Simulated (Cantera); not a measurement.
Charge: 1 mol Si, a varied amount of Cl2, 18 mol H2, equilibrated at 650 °C and 1.50 bar.

Method: chemical equilibrium by Gibbs-energy minimisation in Cantera with the NASA 1993 tables (ideal gas, pure condensed phases). Candidate condensed phases: Si; 19 gas species. The tables' values for SiCl3 are old estimates; treat these amounts as uncertain. Kinetics and transport are ignored.

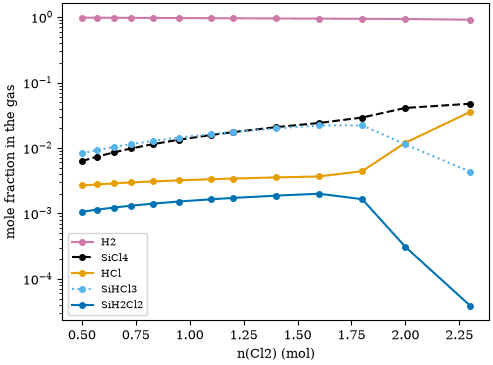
Fig. 1. Equilibrium gas composition (values under 1e-9 drawn at 1e-9)

From 0.5 mol Cl2 to 1.6 mol Cl2 the condensed part is Si(s). From 1.8 mol Cl2 to 2.3 mol Cl2 nothing is condensed. The main Si-bearing gas is SiHCl3 at 0.5 mol Cl2 and SiCl4 at 2.3 mol Cl2.
